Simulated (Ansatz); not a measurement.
**revPBE/def2-SVP run of C2H4AlFO (SMILES C=C[O][AlH][F])**

What is the vertical ionisation energy of C2H4AlFO at revPBE/def2-SVP? 

The calculation is run with Ansatz 0.2.0.

127 further runs of the same task are left out: 127 set aside as unsound or not needed.

## (1) The system as given

The species is C2H4AlFO (9 atoms), meant as a singlet with charge 0. As SMILES, `C=C[O][AlH][F]`. The shape is that of a PBE0-D4/def2-TZVP optimisation. This is one conformer, not always the lowest.

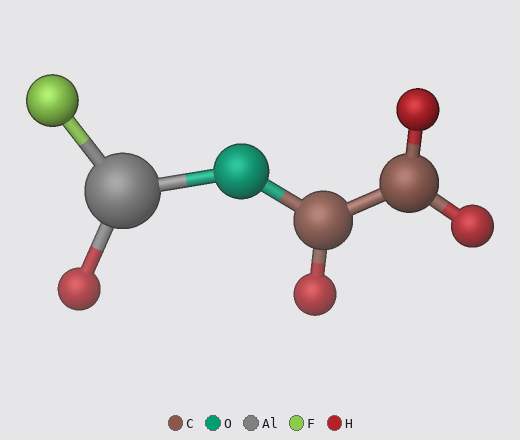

Viewed from a chosen angle; carbon brown, oxygen teal, aluminium grey, fluorine green, hydrogen red.

## (2) A single-point energy at revPBE/def2-SVP

File run.yaml:

```yaml
crystal:
  periodic: [false, false, false]
  atoms:
    - symbol: C
      position_ang: [-1.562000, -0.360100, 1.103900]
    - symbol: C
      position_ang: [-0.728000, -0.312900, 0.075500]
    - symbol: O
      position_ang: [0.490300, 0.256500, 0.139600]
    - symbol: Al
      position_ang: [1.800800, 0.519300, -0.884800]
    - symbol: F
      position_ang: [3.087600, 1.301600, -0.235000]
    - symbol: H
      position_ang: [-1.297700, 0.065300, 2.064100]
    - symbol: H
      position_ang: [-2.527700, -0.832200, 0.988500]
    - symbol: H
      position_ang: [-0.999000, -0.743100, -0.888800]
    - symbol: H
      position_ang: [1.824300, 0.059200, -2.380300]
basis:
  gaussian: {orbitals: def2-SVP}
hamiltonian: {xc: {name: revPBE}}
output: {orbitals: {seedname: orbitals}}
accuracy: high
```

Launch:

```
$ ansatz run run.yaml --threads 1 --pin off --max-ram 3480MiB --events-out events.jsonl --progress --plain --runs-dir runs
```

The log of the run:

```text
Warning: RAYON_NUM_THREADS=1 ignored (pool sized by the plan → 1); use --threads N
Functional definition: revPBE
  name "revPBE"
  parameter kappa = 1.245
  parameter beta = 0.06672455060314922
  exchange = pbe_x(kappa = kappa, mu = beta*pi^2/3)
  correlation = pbe_c(beta = beta)
2095 factors; integrals over basis functions are off by at most 5.5e-9 eV
mean field evaluation 1: about -13481.2635 eV, gradient 6.8e1 eV
mean field evaluation 2: about -13445.3578 eV, gradient 1.4e2 eV
mean field evaluation 4: about -13490.6684 eV, gradient 1.6e1 eV
mean field evaluation 8: about -13491.1989 eV, gradient 3.8e-1 eV
mean field evaluation 16: about -13491.1990 eV, gradient 2.4e-5 eV
mean field -13491.19896243 eV, -495.7924172062 hartree, gradient 3.9e-8 eV, S^2 0.000000; 0 other end points of the search recorded, 0 dependent functions left out
reference -13491.19896755 eV, -495.7924173944 hartree; 23, 23 occupied and 71, 71 virtual orbitals, 2095 factors
Total energy: -13491.19896755 eV, -495.7924173944 hartree
```

Run time: 7.5 s. Hardware: 1 thread of Arm Neoverse V1, shared host; peak memory 0.24 GiB.

## (3) The doublet cation

File in.yaml:

```yaml
crystal:
  periodic: [false, false, false]
  atoms:
    - {symbol: C, position_ang: [-1.562000, -0.360100, 1.103900]}
    - {symbol: C, position_ang: [-0.728000, -0.312900, 0.075500]}
    - {symbol: O, position_ang: [0.490300, 0.256500, 0.139600]}
    - {symbol: Al, position_ang: [1.800800, 0.519300, -0.884800]}
    - {symbol: F, position_ang: [3.087600, 1.301600, -0.235000]}
    - {symbol: H, position_ang: [-1.297700, 0.065300, 2.064100]}
    - {symbol: H, position_ang: [-2.527700, -0.832200, 0.988500]}
    - {symbol: H, position_ang: [-0.999000, -0.743100, -0.888800]}
    - {symbol: H, position_ang: [1.824300, 0.059200, -2.380300]}
basis:
  gaussian: {orbitals: def2-SVP}
output: {orbitals: {seedname: orbitals}}
magnetization: {spin_polarized: true, initial_magnetization: 1}
accuracy: high
total_charge: 1
hamiltonian: {xc: {name: revPBE}}
```

Launch:

```
$ ansatz run in.yaml --threads 1 --pin off --max-ram 3480MiB --events-out events.jsonl --progress --plain --runs-dir runs
```

The log of the run, shortened:

```text
Warning: RAYON_NUM_THREADS=1 ignored (pool sized by the plan → 1); use --threads N
[... 6 set-up lines as earlier in the session ...]
2094 factors; integrals over basis functions are off by at most 5.5e-9 eV
mean field evaluation 1: about -13455.9527 eV, gradient 7.3e1 eV
mean field evaluation 2: about -13271.4652 eV, gradient 2.0e2 eV
mean field evaluation 4: about -13471.8217 eV, gradient 4.0e1 eV
mean field evaluation 8: about -13482.1166 eV, gradient 7.5e-1 eV
mean field evaluation 16: about -13482.1180 eV, gradient 3.5e-4 eV
mean field evaluation 32: about -13481.9801 eV, gradient 2.0e0 eV
mean field -13482.11801845 eV, -495.4586986704 hartree, gradient 3.8e-8 eV, S^2 0.752909; 5 other end points of the search recorded, 0 dependent functions left out
reference -13482.11802361 eV, -495.4586988598 hartree; 23, 22 occupied and 71, 72 virtual orbitals, 2094 factors
Total energy: -13482.11802361 eV, -495.4586988598 hartree
```

Run time: 15 s. Hardware: 1 thread of Arm Neoverse V1, shared host; peak memory 0.31 GiB.

## (4) Summary of results

At revPBE/def2-SVP:

```
                                          quantity          value
                    singlet C2H4AlFO: total energy  -495.79242 Eh
                     singlet C2H4AlFO: HOMO energy       -5.63 eV
                     singlet C2H4AlFO: LUMO energy       -1.29 eV
                   singlet C2H4AlFO: HOMO–LUMO gap        4.34 eV
                      doublet cation: total energy  -495.45870 Eh
doublet cation: HOMO energy (highest over α and β)      -12.75 eV
 doublet cation: LUMO energy (lowest over α and β)      -12.51 eV
                              doublet cation: ⟨S²⟩          0.753
vertical ionisation energy (to the doublet cation)       9.081 eV
```

**Reading.** The vertical ionisation energy comes to 9.08 eV (209 kcal/mol). The negative HOMO energy of the first species, 5.63 eV, lies 3.45 eV below that difference.
